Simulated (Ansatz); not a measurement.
# SO₂F₂: geometry at several levels, part 2 of 2

Wanted for SO₂F₂: geometry at several levels.

Ansatz 0.2.0, Gaussian bases.

### 6 Relaxation, PBE-D4/def2-SVP

The input, input.yaml:

```yaml
crystal:
  periodic: [false, false, false]
  atoms:
    - { symbol: O, position_ang: [-0.24495717, -1.14207217, -1.01513496] }
    - { symbol: S, position_ang: [-0.07217592, -0.1789292, 0.05081129] }
    - { symbol: O, position_ang: [-0.37307302, -0.39004718, 1.45032161] }
    - { symbol: F, position_ang: [-0.78227607, 1.19309337, -0.40458705] }
    - { symbol: F, position_ang: [1.42622218, 0.40325518, -0.04890089] }
basis:
  gaussian: { orbitals: def2-SVP }
hamiltonian:
  xc: pbe
  dispersion: d4
relax:
  f_tol: 0.002
  max_steps: 150
```

Run with:

```console
$ ansatz run input.yaml --threads 2 --pin off --max-ram 5120MiB --backend cpu --events-out ev --progress --plain --runs-dir out
```

The program printed, shortened:

```text
Warning: RAYON_NUM_THREADS=2 ignored (pool sized by the plan → 2); use --threads N
[...]
Functional definition: PBE
[...]
787 factors; their error is unknown
[...]
mean field -20336.67622710 eV, -747.3590666517 hartree, gradient 5.0e-6 eV, S^2 0.000000; 0 other end points of the search recorded, 0 dependent functions left out
[...]
reference -20336.67623749 eV, -747.3590670336 hartree; 25, 25 occupied and 49, 49 virtual orbitals, 787 factors
relax step   1: F+E_penalty+E_count = -20336.77628150 eV  Δ(F+E_penalty+E_count) = +0.000e0 eV  max|allowed force component| = 2.161e-2 eV/Å  Δτ_max = 0.0000 Å  (28 SCF iters, accepted)
[...]
relax step   4: F+E_penalty+E_count = -20336.77635225 eV  Δ(F+E_penalty+E_count) = -4.554e-7 eV  max|allowed force component| = 1.689e-2 eV/Å  Δτ_max = 0.0004 Å  (20 SCF iters, accepted)
[...]
relax step   5: F+E_penalty+E_count = -20336.77635556 eV  Δ(F+E_penalty+E_count) = -3.314e-6 eV  max|allowed force component| = 7.793e-4 eV/Å  Δτ_max = 0.0002 Å  (20 SCF iters, accepted)
787 factors; their error is unknown
mean field -20336.67630797 eV, -747.3590696236 hartree, gradient 1.0e-5 eV, S^2 0.000000; 1 other end points of the search recorded, 0 dependent functions left out
[...]
reference -20336.67631836 eV, -747.3590700054 hartree; 25, 25 occupied and 49, 49 virtual orbitals, 787 factors
Total energy: -20336.77636596 eV, -747.3627466868 hartree
Atom 0 at    -0.245570    -1.143483    -1.014459 Å, force    -0.000009     0.000307     0.000736 eV/Å
Atom 1 at    -0.072303    -0.179244     0.050901 Å, force    -0.000225    -0.000559     0.000159 eV/Å
Atom 2 at    -0.373660    -0.391612     1.450491 Å, force     0.000070    -0.000155    -0.000779 eV/Å
Atom 3 at    -0.780030     1.194172    -0.404799 Å, force    -0.000220     0.000312    -0.000106 eV/Å
Atom 4 at     1.425303     0.405466    -0.049623 Å, force     0.000384     0.000096    -0.000009 eV/Å
Dipole moment:     0.045230     0.112127    -0.031851 e Å
```

It took 5.1 s on 2 threads of Intel Xeon Platinum 8175M at 2.50GHz (Skylake/Cascade Lake), shared host; peak memory 0.15 GiB.

The steps of the relaxation:

```csv
step,energy from step 1 (eV),largest force component (eV/Å)
1,0.0000,0.0216
2,0.0000,0.0144
3,-0.0001,0.0084
4,-0.0001,0.0169
5,-0.0001,0.0008
```

Step 1 is the start.

Before: Bond lengths: O1–S2 1.447 Å, S2–O3 1.447 Å, S2–F4 1.611 Å, S2–F5 1.611 Å. Angles: O1–S2–O3 126.2°, O1–S2–F4 107.8°, O1–S2–F5 107.8°, O3–S2–F4 107.8°, O3–S2–F5 107.8°, F4–S2–F5 94.9°.

After: Bond lengths: O1–S2 1.447 Å, S2–O3 1.447 Å, S2–F4 1.611 Å, S2–F5 1.611 Å. Angles: O1–S2–O3 126.1°, O1–S2–F4 107.9°, O1–S2–F5 107.9°, O3–S2–F4 107.9°, O3–S2–F5 107.9°, F4–S2–F5 94.7°.

### 7 Relaxation, PBE0-D4/def2-TZVPP

Edit input.yaml of step 6 so:

```diff
@@ -9,5 +9,5 @@
 basis:
-  gaussian: { orbitals: def2-SVP }
+  gaussian: { orbitals: def2-TZVPP }
 hamiltonian:
-  xc: pbe
+  xc: pbe0
   dispersion: d4
```

Run with:

```console
$ ansatz run input.yaml --threads 2 --pin off --max-ram 5120MiB --backend cpu --events-out ev --progress --plain --runs-dir out
```

The program printed, shortened:

```text
Warning: RAYON_NUM_THREADS=2 ignored (pool sized by the plan → 2); use --threads N
[...]
Functional definition: PBE0
[...]
929 factors; their error is unknown
[...]
mean field -20354.07270341 eV, -747.9983753644 hartree, gradient 8.5e-6 eV, S^2 0.000000; 0 other end points of the search recorded, 0 dependent functions left out
[...]
reference -20354.07271873 eV, -747.9983759272 hartree; 25, 25 occupied and 141, 141 virtual orbitals, 929 factors
relax step   1: F+E_penalty+E_count = -20354.15479728 eV  Δ(F+E_penalty+E_count) = +0.000e0 eV  max|allowed force component| = 2.938e0 eV/Å  Δτ_max = 0.0000 Å  (29 SCF iters, accepted)
[...]
relax step   5: F+E_penalty+E_count = -20354.45924387 eV  Δ(F+E_penalty+E_count) = -2.906e-3 eV  max|allowed force component| = 1.433e-1 eV/Å  Δτ_max = 0.0111 Å  (29 SCF iters, accepted)
[...]
relax step   6: F+E_penalty+E_count = -20354.45967216 eV  Δ(F+E_penalty+E_count) = -4.283e-4 eV  max|allowed force component| = 4.383e-4 eV/Å  Δτ_max = 0.0045 Å  (31 SCF iters, accepted)
929 factors; their error is unknown
[...]
mean field -20354.37682855 eV, -748.0095517571 hartree, gradient 2.0e-5 eV, S^2 0.000000; 1 other end points of the search recorded, 0 dependent functions left out
[...]
reference -20354.37684378 eV, -748.0095523166 hartree; 25, 25 occupied and 141, 141 virtual orbitals, 929 factors
Total energy: -20354.45968738 eV, -748.0125967629 hartree
Atom 0 at    -0.238152    -1.106150    -0.977618 Å, force     0.000078     0.000313     0.000209 eV/Å
Atom 1 at    -0.064812    -0.160674     0.045626 Å, force     0.000128     0.000316    -0.000090 eV/Å
Atom 2 at    -0.361704    -0.380915     1.400006 Å, force     0.000107     0.000145    -0.000339 eV/Å
Atom 3 at    -0.752116     1.146086    -0.388681 Å, force    -0.000299    -0.000336     0.000087 eV/Å
Atom 4 at     1.370524     0.386954    -0.046823 Å, force    -0.000013    -0.000438     0.000133 eV/Å
Dipole moment:     0.085549     0.212078    -0.060243 e Å
```

Wall time 21 s (2 threads of Intel Xeon Platinum 8175M at 2.50GHz (Skylake/Cascade Lake), shared host); peak memory 0.36 GiB.

Relaxation path:

| step | E - E(step 1) (eV) | largest force component (eV/Å) |
| --- | --- | --- |
| 1 | 0.0000 | 2.9380 |
| 2 | -0.1927 | 1.6203 |
| 3 | -0.2999 | 0.3346 |
| 4 | -0.3015 | 0.5380 |
| 5 | -0.3044 | 0.1433 |
| 6 | -0.3049 | 0.0004 |

Step 1 is the start.

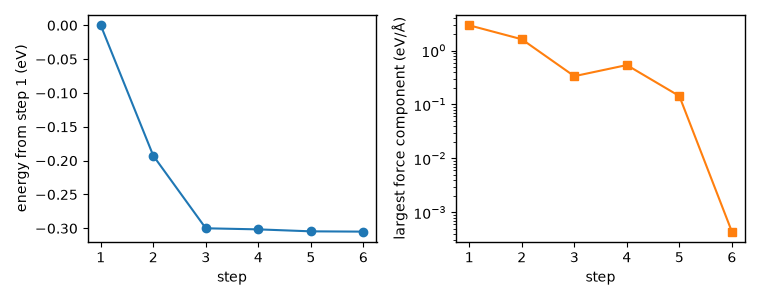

Energy and largest force along the relaxation.

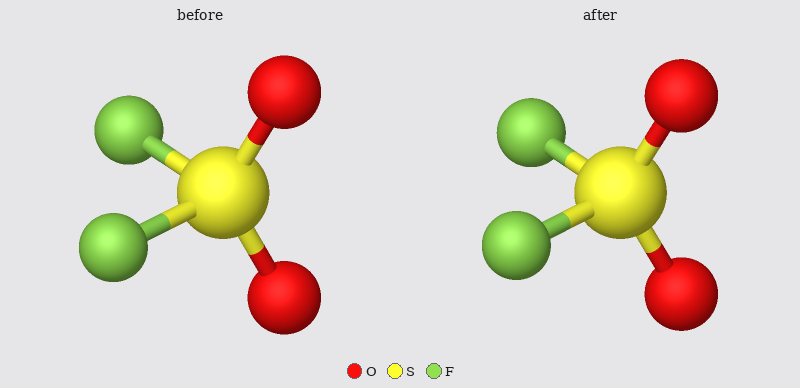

The structure before (left) and after (right) the relaxation, drawn at the same scale.

Before: Bond lengths: O1–S2 1.447 Å, S2–O3 1.447 Å, S2–F4 1.611 Å, S2–F5 1.611 Å. Angles: O1–S2–O3 126.2°, O1–S2–F4 107.8°, O1–S2–F5 107.8°, O3–S2–F4 107.8°, O3–S2–F5 107.8°, F4–S2–F5 94.9°.

After: Bond lengths: O1–S2 1.404 Å, S2–O3 1.404 Å, S2–F4 1.539 Å, S2–F5 1.539 Å. Angles: O1–S2–O3 124.8°, O1–S2–F4 108.1°, O1–S2–F5 108.1°, O3–S2–F4 108.1°, O3–S2–F5 108.1°, F4–S2–F5 95.6°.

### 8 Relaxation, MP2/def2-TZVPP

The input, input.yaml:

```yaml
crystal:
  periodic: [false, false, false]
  atoms:
    - { symbol: O, position_ang: [-0.23815225, -1.10614981, -0.97761806] }
    - { symbol: S, position_ang: [-0.06481223, -0.16067445, 0.04562565] }
    - { symbol: O, position_ang: [-0.36170362, -0.38091545, 1.40000645] }
    - { symbol: F, position_ang: [-0.75211627, 1.14608613, -0.3886814] }
    - { symbol: F, position_ang: [1.37052437, 0.38695357, -0.04682265] }
basis:
  gaussian: { orbitals: def2-TZVPP }
correlation:
  method: mp2
relax:
  f_tol: 0.002
  max_steps: 40
```

Run with:

```console
$ ansatz run input.yaml --threads 2 --pin off --max-ram 5120MiB --backend cpu --events-out ev --progress --plain --runs-dir out
```

The program printed, shortened:

```text
Warning: RAYON_NUM_THREADS=2 ignored (pool sized by the plan → 2); use --threads N
[...]
[... 1 set-up line as earlier in the session ...]
[...]
1165 factors; integrals over basis functions are off by at most 2.9e-4 eV
[...]
mean field -20307.22034064 eV, -746.2765827900 hartree, gradient 8.2e-6 eV, S^2 0.000000; 0 other end points of the search recorded, 0 dependent functions left out
9 core orbitals not correlated: weight in the atoms' cores, before any rotation towards them, 1.000 or more for the frozen orbitals, at most 0.000 for the correlated occupied ones
reference -20307.22034064 eV, -746.2765827900 hartree; 16, 16 occupied and 141, 141 virtual orbitals, 1165 factors
second order -31.38185354 eV of doubles, -0.00000000 eV of singles
[...]
relax step   1: F+E_penalty+E_count = -20338.60219418 eV  Δ(F+E_penalty+E_count) = +0.000e0 eV  max|allowed force component| = 4.725e-1 eV/Å  Δτ_max = 0.0000 Å  (61 SCF iters, accepted)
[...]
9 core orbitals not correlated: weight in the atoms' cores, before any rotation towards them, 1.000 or more for the frozen orbitals, at most 0.000 for the correlated occupied ones
reference -20307.17613529 eV, -746.2749582736 hartree; 16, 16 occupied and 141, 141 virtual orbitals, 1165 factors
second order -31.42936350 eV of doubles, -0.00000000 eV of singles
[...]
Total energy: -20338.60549879 eV, -747.4299660787 hartree
Atom 0 at    -0.238185    -1.109149    -0.984079 Å, force    -0.000005    -0.000077    -0.000139 eV/Å
Atom 1 at    -0.065395    -0.162119     0.046036 Å, force     0.000137     0.000339    -0.000096 eV/Å
Atom 2 at    -0.362435    -0.379810     1.407005 Å, force    -0.000020     0.000013     0.000157 eV/Å
Atom 3 at    -0.751819     1.147890    -0.389216 Å, force     0.000101    -0.000194     0.000064 eV/Å
Atom 4 at     1.371574     0.388489    -0.047236 Å, force    -0.000212    -0.000082     0.000014 eV/Å
Dipole moment:     0.080130     0.198643    -0.056427 e Å
Checks for a lower state left out: cluster_reference
```

Wall time 51 s (2 threads of Intel Xeon Platinum 8175M at 2.50GHz (Skylake/Cascade Lake), shared host); peak memory 0.54 GiB.

Step by step:

```csv
step,energy from step 1 (eV),largest force component (eV/Å)
1,0.0000,0.4725
2,-0.0024,0.2364
3,-0.0033,0.0485
4,-0.0033,0.0041
5,-0.0033,0.0039
6,-0.0033,0.0003
```

Step 1 is the start.

Before: Bond lengths: O1–S2 1.404 Å, S2–O3 1.404 Å, S2–F4 1.539 Å, S2–F5 1.539 Å. Angles: O1–S2–O3 124.8°, O1–S2–F4 108.1°, O1–S2–F5 108.1°, O3–S2–F4 108.1°, O3–S2–F5 108.1°, F4–S2–F5 95.6°.

After: Bond lengths: O1–S2 1.410 Å, S2–O3 1.410 Å, S2–F4 1.542 Å, S2–F5 1.542 Å. Angles: O1–S2–O3 125.2°, O1–S2–F4 108.1°, O1–S2–F5 108.1°, O3–S2–F4 108.1°, O3–S2–F5 108.1°, F4–S2–F5 95.4°.

### 9 The levels compared

```tsv
level	O1–S2 (Å)	S2–O3 (Å)	S2–F4 (Å)	rotational constants (MHz)	dipole (D)	CPU time
HF/STO-3G	1.7435	1.7435	1.6454	4504.9, 3654.7, 3594.1	1.29	7.4 s
HF/6-31G*	1.3959	1.3959	1.5306	5184.7, 5100.8, 5082	1.30	14 s
LDA/def2-SVP	1.4348	1.4348	1.5841	4865.9, 4816.5, 4779.1	0.73	8.2 s
PBE-D4/def2-SVP	1.4473	1.4473	1.6108	4743.1, 4671.7, 4669	0.60	9.5 s
PBE0-D4/def2-TZVPP	1.4039	1.4039	1.5390	5108.8, 5045.8, 5038	1.14	40 s
MP2/def2-TZVPP	1.4099	1.4099	1.5417	5078.2, 5034.2, 5000.2	1.06	1.7 min
```

Constants are for the commonest isotopes at the equilibrium geometry; times are CPU times of the relaxations.

### 10 Outcome

What follows sums up all 2 parts.

| quantity | value |
| --- | --- |
| O1–S2 at MP2/def2-TZVPP | 1.410 Å |
| S2–O3 at MP2/def2-TZVPP | 1.410 Å |
| S2–F4 at MP2/def2-TZVPP | 1.542 Å |

**Reading.** The O–S distance spreads over 0.348 Å, from HF/6-31G* (shortest) to HF/STO-3G. Measured dipole moment of F2O2S: 1.12 D (NIST CCCBDB Release 22 (SRD 101), experimental dipoles). This calculation gives 1.06 D (-5.0 %). That is MP2/def2-TZVPP.
